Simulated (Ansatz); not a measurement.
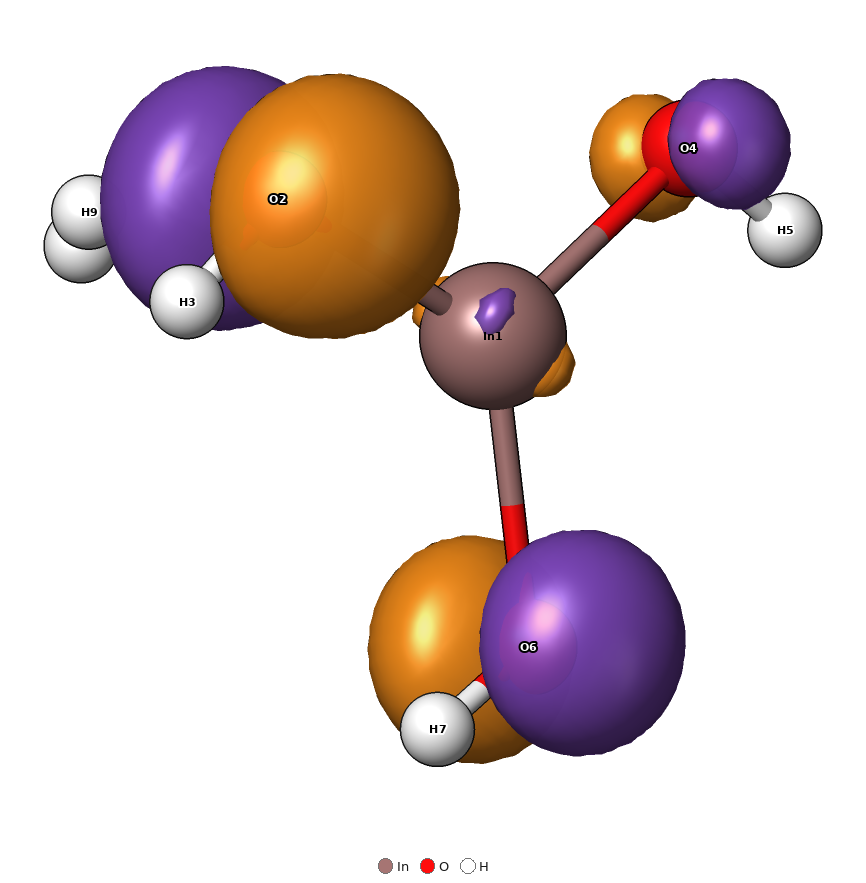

The picture shows: H3InO3···H2. The HOMO−1 at ±0.15 Å⁻³ᐟ² (orange and purple are the two phases), seen at a tilt.

Core potentials replace the inner electrons of In.

Level of theory: RKS B3LYP-D4/def2-SVP (Ansatz 0.2.0).

Input

```
crystal:
  periodic: [false, false, false]
  atoms:
    - { symbol: In, position_ang: [0.004666, -0.377724, 0.179961] }
    - { symbol: O, position_ang: [-0.166584, -0.127416, 2.154588] }
    - { symbol: H, position_ang: [-1.040425, -0.364773, 2.494079] }
    - { symbol: O, position_ang: [1.835338, -0.362362, -0.607539] }
    - { symbol: H, position_ang: [1.792206, -0.491243, -1.566521] }
    - { symbol: O, position_ang: [-1.517435, -0.651276, -1.107631] }
    - { symbol: H, position_ang: [-2.379651, -0.675455, -0.668924] }
    - { symbol: H, position_ang: [0.33669, 2.455745, 1.008517] }
    - { symbol: H, position_ang: [0.178996, 1.964204, 1.510869] }
basis:
  gaussian: { orbitals: def2-SVP }
hamiltonian:
  xc: b3lyp
  dispersion: d4
relax:
  f_tol: 0.03
  max_steps: 50
output:
  orbitals: {}
```

Command:

```sh
ansatz run input.yaml --threads 2 --pin off --max-ram 3072MiB --backend cpu --events-out ev --progress --plain --runs-dir out
```

The fields are those of the run's last geometry, not of the input's.

> What is the character of this orbital?

By Hirshfeld shares it lies mainly on O2 (about 55 %), O6 (about 30 %) and In1 (about 5 %); largely a combination of lone pairs on O2 and O6. Its energy is −8.05 eV.
